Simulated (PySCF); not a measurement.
```xyz
23

F    -3.0149   -1.7983   -1.2366
C    -1.6546   -1.6283   -1.4325
Si   -0.9962   -0.3496   -0.1300
Si   -1.9359    1.7237   -0.6689
Si   -1.3981   -1.2728    1.9809
C     0.8971   -0.2782   -0.4630
C     1.5723    0.7729    0.4155
Si    3.4525    0.8675    0.1379
H    -1.5366   -1.2991   -2.4679
H    -1.2084   -2.6216   -1.3367
H    -1.7267    2.6820    0.4234
H    -1.3422    2.3350   -1.8663
H    -3.3786    1.6548   -0.9022
H    -2.5457   -0.6327    2.6295
H    -1.6575   -2.7151    1.9656
H    -0.2529   -1.0752    2.8798
H     1.3575   -1.2511   -0.2754
H     1.0950   -0.0450   -1.5118
H     1.1191    1.7470    0.2176
H     1.3641    0.5504    1.4643
H     4.0428   -0.4466    0.4032
H     3.7095    1.2431   -1.2543
H     4.0336    1.8642    1.0379
```

Geometry: GFN2-xTB.

Computed with PBE0/pcSseg-1, SCF density, gas phase, non-relativistic in PySCF 2.14.0.

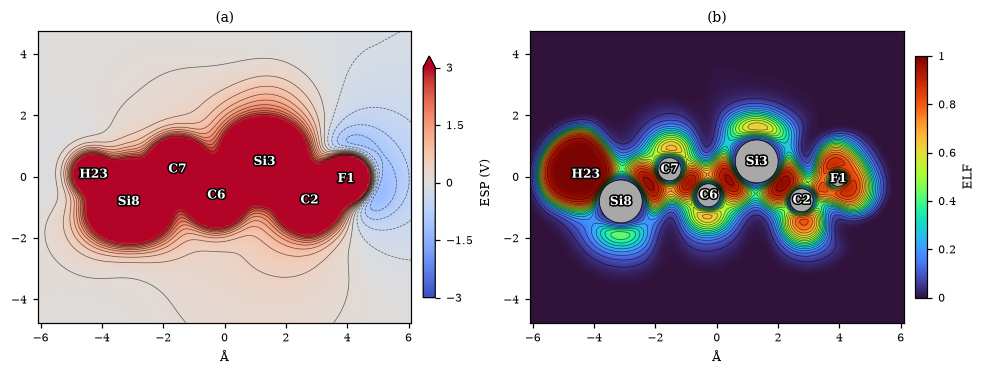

C3H15FSi4. (a) electrostatic potential; (b) electron localisation function on the plane of atoms Si3, C6 and C7. Grey discs cover the atomic cores in the ELF map.

Question: Describe what can be read from this map.

Answer: The section cuts through F, C, Si and H sites.
C–F (1.38 Å): the ELF peaks at about 0.85 between the atoms, as expected for a shared but strongly polarised pair.
C–C (1.53 Å): the ELF peaks at about 0.95 between the atoms (a covalent bond).
C–Si (1.90 Å): the ELF peaks at about 0.95 between the atoms (a covalent bond).
Si–H (1.46 Å): the ELF climbs to about 1 towards the hydrogen, as it does in any bond to H.
The ELF also peaks beside F1, away from the bonds: lone-pair regions.
Outside the dense part of the molecule the potential is most negative (−1.3 V) near F1.
